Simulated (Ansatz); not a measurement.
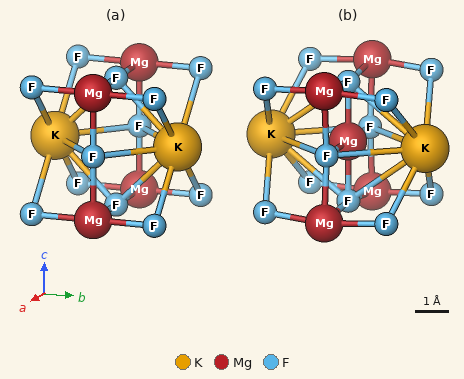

Left: perfect KMgF3. Right: the same region with one point defect, after relaxing the atoms in a supercell of 40 sites. Style: ball-and-stick. Shown: the atoms within 3.8 Å of one point, slightly off an axis.

Method: Ansatz, DFT, PBEsol, PAW, plane waves. Settings: plane-wave cutoff 420 eV; k-point mesh 1 × 1 × 1; mesh shifted by (0.25, 0.25, 0.25); no spin polarisation. Fermi-Dirac smearing of 0.01 eV. A uniform background neutralises the charged cell. The axes drawn are those of the host's conventional cell.

Q: Which defect is it?

A: An extra magnesium atom is put between the host's atoms (an interstitial).

The charge state of the cell is +2.

Q: How does the lattice respond?

A: The Mg atom starts with 4 F at 1.99 to 2.00 Å, 2 K at 1.99 to 2.00 Å around its place and ends with 4 F at 1.87 Å. Of the host's atoms, a potassium atom moves furthest from its site, by 0.52 Å.

Limits of the set-up: the periodic images lie only 8.0 Å apart, so the values are limited by the cell's size; the cell is charged, on a uniform background, and energies carry no finite-size correction.
